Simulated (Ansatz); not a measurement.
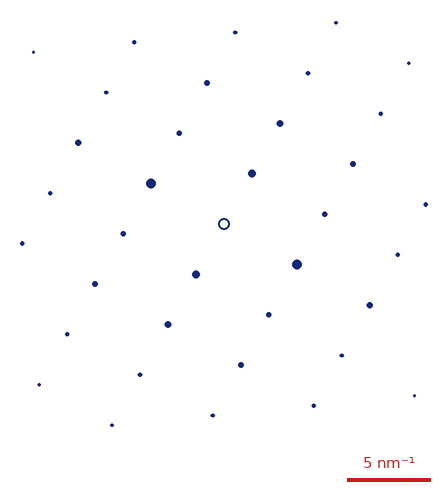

The pattern is a kinematic simulation for 120 kV electrons (no multiple scattering; isotropic B = 0.8 Å²).

Phase: SrAlF₄, space group Cmc2_1 (No. 36), a = 3.981 Å, b = 14.256 Å, c = 5.765 Å. Structure: coordinates from a relaxation with DFT, PAW plane waves, r2scan (Ansatz); the starting structure was generated, so it need not be a known form of this composition.

```cif
data_structure
_symmetry_space_group_name_H-M 'Cmc2_1'
_symmetry_Int_Tables_number 36
_cell_length_a 3.9814
_cell_length_b 14.2557
_cell_length_c 5.7649
_cell_angle_alpha 90.000
_cell_angle_beta 90.000
_cell_angle_gamma 90.000
_cell_volume 327.20
loop_
_atom_site_label
_atom_site_type_symbol
_atom_site_symmetry_multiplicity
_atom_site_Wyckoff_symbol
_atom_site_fract_x
_atom_site_fract_y
_atom_site_fract_z
_atom_site_occupancy
Sr1 Sr 4 a 0.50000 0.84618 0.94548 1
Al1 Al 4 a 0.00000 0.91369 0.41119 1
F1 F 4 a 0.00000 0.83595 0.66444 1
F2 F 4 a 0.50000 0.53153 0.57925 1
F3 F 4 a 0.00000 0.80530 0.21761 1
F4 F 4 a 0.50000 0.88565 0.39904 1
```

### Which low-index zone axis gives this pattern?

The spots form a rectangular net whose two shortest vectors correspond to d = 2.88 Å and 1.99 Å, 90.0° apart. They index as 0 0 2 and 2 0 0, so the zone axis is [010].

### List the strongest reflections.

Strongest reflections with d > 0.80 Å, one of each family (|F|² from tabulated Gaussian fits of the electron scattering factors, times a small damping for the curvature of the Ewald sphere):

```csv
hkl,d (Å),I (strongest = 100)
2 0 0,1.991,100
0 0 2,2.882,38
0 0 4,1.441,20
4 0 0,0.995,15
2 0 4,1.167,11
2 0 2,1.638,9
```
